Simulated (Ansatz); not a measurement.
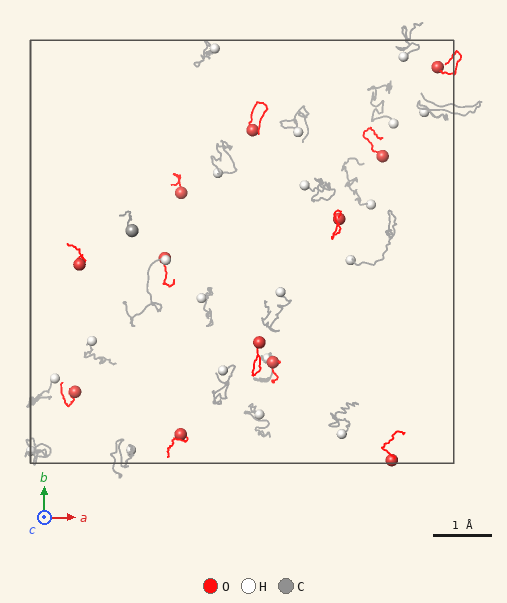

First-principles dynamics of a periodic cell with 10 H2O + 1 CO2 at 0.925 g/cm³, 200 fs long. It starts from the last geometry of an earlier run, with fresh velocities. Lines trace each atom's path, in the colour of its element; spheres stand at the starting positions. Seen along the c axis in the simulation cell.

These are results of DFT PBE-D3(BJ), scalar-relativistic, plane waves, PAW in Ansatz 0.2.0, not measurements. Run with plane-wave cutoff 420 eV; k-point mesh 1 × 1 × 1; Fermi-Dirac smearing 0.05 eV; low-accuracy preset; Langevin thermostat (NVT); set temperature 300 K; time step 0.5 fs; H given the mass 2.014 u; friction 0.02 per fs.

Question: Describe the motion.

Answer: In the second half of the run the atoms are, in the root-mean-square, this far from where they began (common drift taken out): H 0.65 Å, C 0.43 Å, O 0.42 Å. The heavy atoms stay within a fraction of a molecule's size of their starting places; so short a run doesn't tell a liquid from a solid. Over the second half the temperature averages 295 K (spread ±39 K). The potential energy in the second half lies on average 4.4 meV per atom above the first frame.

Limits of the set-up: the program's low-accuracy preset was used; masses were changed (H 2.014 u), which shifts the vibrations; the periodic images lie only 7.4 Å apart, so the values are limited by the cell's size.

Cost: 17 min on 1 thread of Arm Neoverse V1, on a shared host, peak memory 0.45 GiB.
